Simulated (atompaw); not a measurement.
# A PAW (atompaw) potential for Ta, from input to tests

Task: generate the file, and judge it by its logarithmic derivatives, its ghosts and its cutoff.

Method: atompaw 4.2.0.5, LDA (PW92), scalar-relativistic.

### Step 1. The atom and the settings

Typed settings, in words:

- element: tantalum (Ta, Z = 73)
- type: PAW
- frozen core: [Kr] 4d10
- valence charge: 27
- reference configuration: 4f14 5s2 5p6 5d3 6s1.5 6p0 (charge +0.5)
- partial waves: 5s (bound): rc 1.90 bohr; 6s (bound): rc 1.70 bohr; 5p (bound): rc 1.60 bohr; 6p (bound, empty): rc 1.90 bohr; 5d (bound): rc 1.70 bohr; 5d channel at 0.2 Ry: rc 1.70 bohr; 4f (bound): rc 1.15 bohr; 4f channel at 0.85 Ry: rc 1.15 bohr
- local potential: vpsmatchnc scheme with l = 4 at 0.5 Ry, radius 1.45 bohr
- core correction: smooth core density matched at 1.10 bohr
- augmentation charge: sinc compensation charge, radius 1.65 bohr; PAW radius 1.90 bohr; waves and projectors: custom polynom gramschmidtortho

An earlier all-electron run gives the scale for the radii.

All-electron outer shells of the reference configuration (LDA (PW92), scalar-relativistic, ld1.x):

```csv
shell,level (eV),outermost node (bohr),outermost maximum (bohr)
4p,-403.70,0.24,0.45
4d,-225.49,0.22,0.46
5s,-76.68,0.54,0.98
5p,-43.06,0.58,1.13
4f,-28.42,–,0.44
6s,-8.67,1.32,2.71
5d,-7.14,0.65,1.58
6p,-4.02,1.59,3.61
```

### Step 2. Generating the potential

Input file Ta.input:

```
Ta 73
LDA-PW scalarrelativistic loggrid 2001 logderivrange -8 5 326
6 6 5 4 0 0
6 0 1.5
6 1 0
5 2 3
0 0 0
c
c
c
c
v
v
c
c
c
v
v
c
c
v
v
3
1.90 1.65 1.45 1.10
n
n
y
0.2
n
y
0.85
n
custom polynom gramschmidtortho sinc
4 0.5 vpsmatchnc
1.90
1.70
1.60
1.90
1.70
1.70
1.15
1.15
PWSCFOUT
UPFDX 0.0125d0 UPFXMIN -7.d0 UPFZMESH 73.d0
END
```

Command:

```sh
$ atompaw < Ta.input > Ta.log
```

The output, the file Ta (summary file):

```text
 Completed calculations for Ta (AE)

 Exchange-correlation type: LDA, Perdew-Wang correlation

 Radial integration grid is logarithmic 
 r0 =   9.3554737E-05 h =   6.8294958E-03   n =      2001 rmax =   8.0000000E+01

 Scalar relativistic calculation

 AEatom converged in  44 iterations
   nz     =  73.00
   delta  =       2.890628361821E-15

 All Electron Orbital energies:         
  n  l      occupancy      energy
  1  0      2.0000000E+00 -4.9477987E+03
  2  0      2.0000000E+00 -8.5038052E+02
  3  0      2.0000000E+00 -1.9496616E+02
  4  0      2.0000000E+00 -3.9904689E+01
  5  0      2.0000000E+00 -5.6360247E+00
  6  0      1.5000000E+00 -6.3690432E-01
  2  1      6.0000000E+00 -7.4552167E+02
  3  1      6.0000000E+00 -1.6378385E+02
  4  1      6.0000000E+00 -2.9671279E+01
  5  1      6.0000000E+00 -3.1646392E+00
  6  1      0.0000000E+00 -2.9549643E-01
  3  2      1.0000000E+01 -1.2734009E+02
  4  2      1.0000000E+01 -1.6573180E+01
  5  2      3.0000000E+00 -5.2462752E-01
  4  3      1.4000000E+01 -2.0886304E+00

 Total energy
   Total                    :   -31190.42717551777969

 ---
 Completed calculations for Ta (SC)

 Exchange-correlation type: LDA, Perdew-Wang correlation

 Radial integration grid is logarithmic 
 r0 =   9.3554737E-05 h =   6.8294958E-03   n =      2001 rmax =   8.0000000E+01

 Scalar relativistic calculation

 SCatom converged in   4 iterations
   nz     =  73.00
   delta  =       2.357859288233E-16

 Valence Electron Orbital energies:         
  n  l      occupancy      energy
   5  0      2.0000000E+00 -5.6360247E+00
   6  0      1.5000000E+00 -6.3690432E-01
   5  1      6.0000000E+00 -3.1646392E+00
   6  1      0.0000000E+00 -2.9549643E-01
   5  2      3.0000000E+00 -5.2462752E-01
   4  3      1.4000000E+01 -2.0886304E+00

 Total energy
   Total                    :   -31190.42717552245085
   Valence                  :    -1210.02287843681552

 PAW parameters: 
       lmax =            3
         rc =    1.9083606213023012     
        irc =         1454
   rc_shape =    1.6533732375042591     
    rc_vloc =    1.4521559677231011     
    rc_core =    1.1050043312717179     
   Vloc: VPS match (norm-conservation) with l= 4;e=   5.0000E-01
   Projector type: polynomial pseudization + Gram-Schmidt ortho.
   Sinc^2 compensation charge shape zeroed at   1.6534E+00

 Number of basis functions     8
 No.   n  nodes  l      Energy         Cp coeff         Occ
  1    5    4    0   -0.5636025E+01  0.1000000E+01  0.2000000E+01
  2    6    5    0   -0.6369043E+00  0.1003331E-02  0.1500000E+01
  3    5    3    1   -0.3164639E+01  0.1000000E+01  0.6000000E+01
  4    6    4    1   -0.2954964E+00  0.5284238E-01  0.0000000E+00
  5    5    2    2   -0.5246275E+00  0.1000000E+01  0.3000000E+01
  6  999    3    2    0.2000000E+00  0.1412873E-02  0.0000000E+00
  7    4    0    3   -0.2088630E+01  0.1000000E+01  0.1400000E+02
  8  999    1    3    0.8500000E+00  0.1250954E+00  0.0000000E+00

 Eigenvalues of overlap operator (in the basis of projectors):
    1        4.10699118E-01
    2        5.52659220E-01
    3        9.37738991E-01
    4        5.45383310E+00
    5        2.88850437E+01
    6        5.79691318E+01
    7        2.68454551E+03
    8        4.59078935E+03

 Orbital leakage outside PAW augmentation regions
   orb  is_core?  %out_of_sphere
   1 0    T           0.00
   2 0    T           0.00
   3 0    T           0.00
   4 0    T           0.00
   5 0    F           2.90
   6 0    F          90.72
   2 1    T          -0.00
   3 1    T           0.00
   4 1    T           0.00
   5 1    F           9.74
   6 1    F          96.53
   3 2    T           0.00
   4 2    T           0.00
   5 2    F          52.95
   4 3    F           0.65

 Summary of PAW energies
   Total valence energy     :  -1210.02266064557466
   Smooth energy            :     66.96032905505373
   One center               :  -1276.98298970062842
   Smooth kinetic           :    133.83706315817750
   Vloc energy              :    -75.34587857232647
   Smooth exch-corr         :    -30.74961734535166
   One-center xc            :   -580.83727386871601
```

It took 35 s on 1 thread of Intel Xeon Platinum 8259CL at 2.50GHz, shared host.

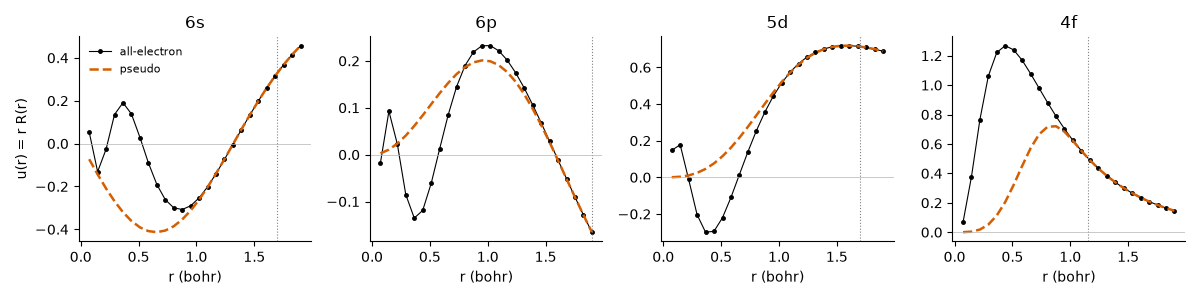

All-electron and pseudo partial waves (6s, 6p, 5d, 4f), with the matching radii dotted. The curves join 26 sampled radii, too few to resolve the innermost nodes.

### Step 3. Logarithmic derivatives

Taken from the files of the generation run. The phase is arctan(r·u′/u) with u = r·R, unwrapped, with energies in Ry. A pole is an energy at which the radial function vanishes at the test radius. The pseudo phase is shifted by a multiple of π to meet the all-electron one at the reference energy. Levels narrower than the energy grid can be missing from the poles. The last column is the largest difference on the grid between −1 and +1 Ry.

```tsv
channel	radius (bohr)	reference (Ry)	poles AE	poles PS	window around the reference with phases within 0.05 rad (Ry)	largest difference near zero (rad)
s	1.91	-0.64	-5.16	-5.16	the whole range	0.000
p	1.91	-0.30	-2.15	-2.15, 2.52	below 1.8	0.003
d	1.91	-0.52	2.14	2.14	the whole range	0.000
f	1.91	-2.09	-2.01	-2.01	the whole range	0.000
```

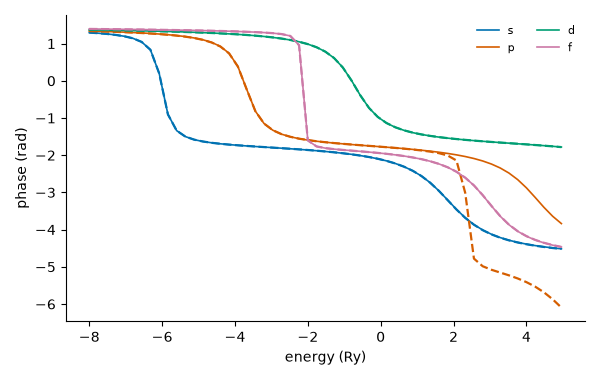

Phases by channel: all-electron solid, pseudo dashed.

### Step 4. Cutoff and ghost test in a Bessel basis

A separate test, outside the generator: the pseudo-atom's Hamiltonian at the reference potential is diagonalised in spherical Bessel functions j_l(qr) that vanish at 20 bohr, with q² up to the cutoff.

All-electron valence levels (Ry): 5s -5.6360, 6s -0.6369, 5p -3.1646, 6p -0.2955, 5d -0.5246, 4f -2.0886. The lowest levels of each channel (Ry) by cutoff; the last column sums, over occupied levels, occupation times the distance from the level at 400 Ry. A positive value at high cutoff is not a bound level.

| cutoff (Ry) | s #1 | s #2 | s #3 | p #1 | p #2 | d #1 | f #1 | Σ f·Δε (mRy) |
| --- | --- | --- | --- | --- | --- | --- | --- | --- |
| 8 | -5.6608 | -0.8017 | -0.1239 | -2.1810 | -0.2361 | -0.3188 | 0.0293 | 36467.1 |
| 21 | -15.3159 | -5.6340 | -0.6364 | -3.1569 | -0.2954 | -0.5185 | 0.0293 | 29720.0 |
| 50 | -15.3716 | -5.6360 | -0.6369 | -3.1646 | -0.2955 | -0.5246 | -0.7990 | 18054.9 |
| 90 | -15.3758 | -5.6360 | -0.6369 | -3.1646 | -0.2955 | -0.5246 | -2.0786 | 139.7 |
| 160 | -15.3760 | -5.6360 | -0.6369 | -3.1646 | -0.2955 | -0.5246 | -2.0879 | 9.5 |
| 180 | -15.3760 | -5.6360 | -0.6369 | -3.1646 | -0.2955 | -0.5246 | -2.0880 | 8.1 |
| 260 | -15.3761 | -5.6360 | -0.6369 | -3.1646 | -0.2955 | -0.5246 | -2.0885 | 1.0 |
| 350 | -15.3761 | -5.6360 | -0.6369 | -3.1646 | -0.2955 | -0.5246 | -2.0886 | 0.0 |
| 400 | -15.3761 | -5.6360 | -0.6369 | -3.1646 | -0.2955 | -0.5246 | -2.0886 | 0.0 |

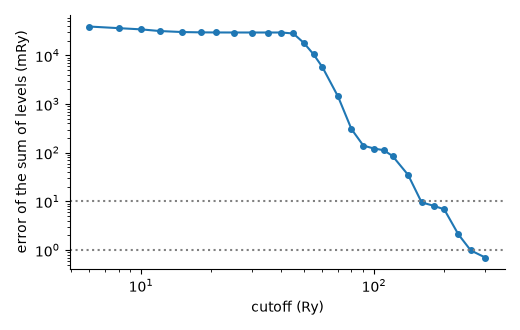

Occupation-weighted error of the valence levels against the cutoff; the dotted lines mark 10 and 1 mRy.

The sum stays within 10 mRy from 160 Ry and within 1 mRy from 260 Ry. The sum leaves out empty levels, which can need more. Ghost test: ghost state, bound below the all-electron valence or empty levels of the same l: s at -209.2 eV.

### Step 5. Summary of results

| quantity | value |
| --- | --- |
| cutoffs for 10 and 1 mRy, occupied levels | 160 Ry and 260 Ry |
| bound ghosts | s at -209.20 eV |
| largest phase difference near zero energy, channels read | 0.003 rad |
| lowest eigenvalue of the overlap (Bessel basis) | 0.300 (s) |
| share of valence orbitals outside the PAW sphere | 5s 3 %, 6s 91 %, 5p 10 %, 6p 97 %, 5d 53 %, 4f 1 % |
| UPF file | written |

**Reading.** A bound ghost (s) makes it unfit for use: electrons can fall into a state that the atom doesn't have. It counts as very hard, with 160 Ry needed at the looser tolerance. The slowest occupied level is 4f: taken alone it needs 160 Ry to come within 1 mRy, against 30 Ry for 5d. Near zero energy the phases of the channels with partial waves agree within 0.003 rad.
